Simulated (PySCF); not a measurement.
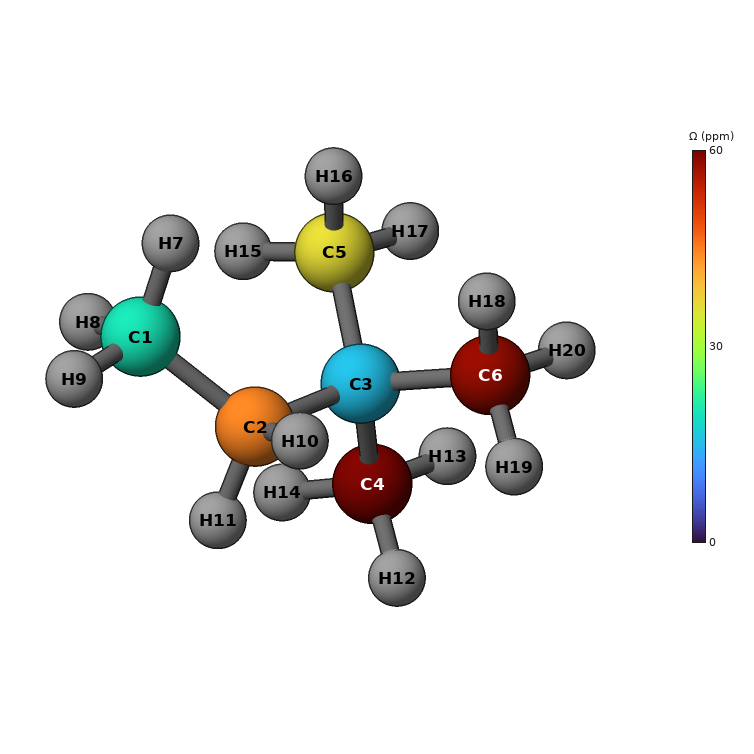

The C atoms are coloured by the span of their shielding tensor. Geometry: an image of a reaction path computed with GFN2-xTB, not a minimum. Level of theory: GIAO PBE0/pcSseg-1 NMR shielding, non-relativistic, gas phase (PySCF 2.14.0). Principal shieldings σ11 ≤ σ22 ≤ σ33, span Ω = σ33 − σ11, skew κ = 3(σiso − σ22)/Ω.

Give the shielding tensors of the C atoms.

| atom | σ11 | σ22 | σ33 | σiso | Ω | κ |
| --- | --- | --- | --- | --- | --- | --- |
| C1 | 164.0 | 176.0 | 184.0 | 174.7 | 20.1 | −0.20 |
| C2 | 135.6 | 136.8 | 180.0 | 150.8 | 44.4 | 0.94 |
| C3 | 149.6 | 157.6 | 165.3 | 157.5 | 15.7 | −0.02 |
| C4 | 124.1 | 145.2 | 183.5 | 150.9 | 59.4 | 0.29 |
| C5 | 146.8 | 148.2 | 183.0 | 159.3 | 36.3 | 0.92 |
| C6 | 125.3 | 142.2 | 183.1 | 150.2 | 57.7 | 0.42 |

Shieldings and span in ppm.
